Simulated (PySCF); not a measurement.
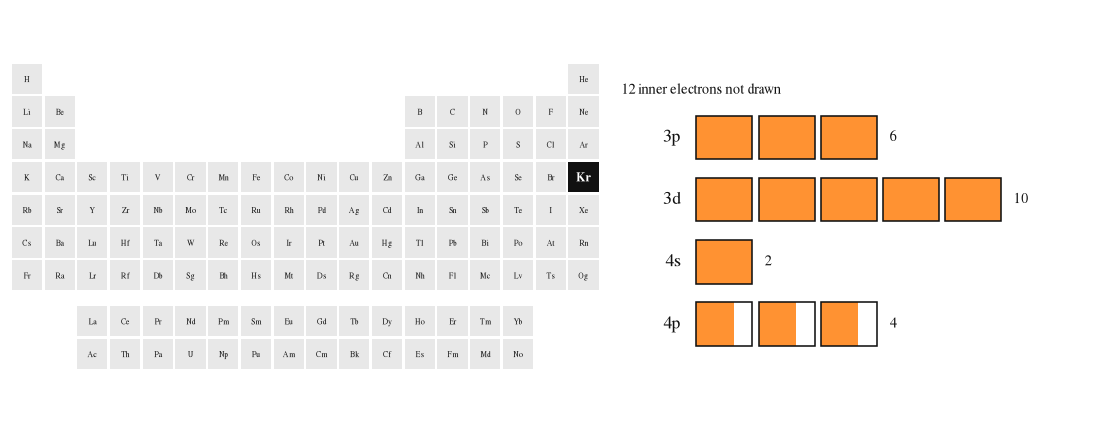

Figure 1. Left, the place of krypton in the periodic table; right, the outer shells of the nominal configuration: a box for each of the 2l + 1 orbitals, shaded by the share of the shell that is filled, with the electron count at the right.

# Run report: Kr²⁺, atomic calculation

System: Kr²⁺, configuration 1s2 2s2 2p6 3s2 3p6 3d10 4s2 4p4, multiplicity 3.
Method: unrestricted PBE, Sapporo-DKH3-DZP-2012, spin-free X2C-1e, Gaussian nucleus (PySCF).

**Outcome**

| quantity | value |
| --- | --- |
| outcome | not converged |
| total energy | −2788.1898 hartree |
| ⟨S²⟩ | 2.001 |
| ⟨L²⟩ | 2.01 |
| SCF iterations | 3 |
| hardware | 1 thread of Intel Xeon, 54 GiB of memory available, shared host |

**Diagnosis**

One thing in this input was made wrong on purpose: too few SCF iterations. The run did not meet its convergence test in 3 iterations, so its last values are not results.

**Input**
```python
from pyscf import gto, scf, dft, mp, cc
import basis_set_exchange as bse
mol = gto.M(atom="Kr 0 0 0", charge=2, spin=2, symmetry="D2h",
            basis=gto.basis.parse(bse.get_basis("Sapporo-DKH3-DZP-2012", elements=["Kr"], fmt="nwchem", header=False)),
            nucmod="G")
mf = dft.UKS(mol, xc="PBE").sfx2c1e()
mf.irrep_nelec = {'Ag': (6, 6), 'B1g': (1, 1), 'B2g': (1, 1), 'B3g': (1, 1), 'B1u': (3, 2), 'B2u': (3, 3), 'B3u': (3, 2)}
mf.kernel()
```

The script is an equivalent of what the driver set up; the driver computed the properties (radii, ⟨L²⟩, response) afterwards. It also set what the script leaves out: max_cycle = 3, guess = sap. It held the occupations shell by shell, which the script's counts by irreducible representation don't always enforce.

The run was one of a batch that the task file lists, launched with:
```bash
OMP_NUM_THREADS=1 python <driver script> TASK.json OUT
```

**Log (extracts)**
```
damping factor = 0
level_shift factor = 0
DIIS = <class 'pyscf.scf.diis.CDIIS'>
diis_start_cycle = 1
diis_space = 10
diis_damp = 0
SCF conv_tol = 1e-09
SCF conv_tol_grad = None
number electrons alpha = 18  beta = 16
irrep_nelec {'Ag': (6, 6), 'B1g': (1, 1), 'B2g': (1, 1), 'B3g': (1, 1), 'Au': (0, 0), 'B1u': (3, 2), 'B2u': (3, 3), 'B3u': (3, 2)}
XC functionals = PBE
    J. P. Perdew, K. Burke, and M. Ernzerhof.,  Phys. Rev. Lett. 77, 3865 (1996)
    J. P. Perdew, K. Burke, and M. Ernzerhof.,  Phys. Rev. Lett. 78, 1396 (1997)
    J. P. Perdew, K. Burke, and M. Ernzerhof.,  Phys. Rev. Lett. 77, 3865 (1996)
    J. P. Perdew, K. Burke, and M. Ernzerhof.,  Phys. Rev. Lett. 78, 1396 (1997)
alpha HOMO (B3u) = -1.32532158755032  LUMO (Ag) = -0.520754954824408

WARN: HOMO -1.32532158755032 >= LUMO -1.3688005596385

cycle= 1 E= -2787.91706441373  delta_E= -0.738  |g|= 1.84  |ddm|=  2.6
alpha HOMO (B2u) = -1.03943492346755  LUMO (Ag) = -0.299918681707804
  HOMO = -1.0012410495  LUMO = -0.998965207792  gap/eV = 0.06193
cycle= 2 E= -2787.94257030406  delta_E= -0.0255  |g|= 1.84  |ddm|= 0.997
alpha HOMO (B2u) = -1.12650902153817  LUMO (Ag) = -0.380783222049262
  HOMO = -1.08960991544  LUMO = -1.08574447732  gap/eV = 0.10518
cycle= 3 E= -2788.18979219374  delta_E= -0.247  |g|= 0.0126  |ddm|= 0.415
SCF not converged.
SCF energy = -2788.18979219374 after 3 cycles  <S^2> = 2.0012521  2S+1 = 3.0008346
```
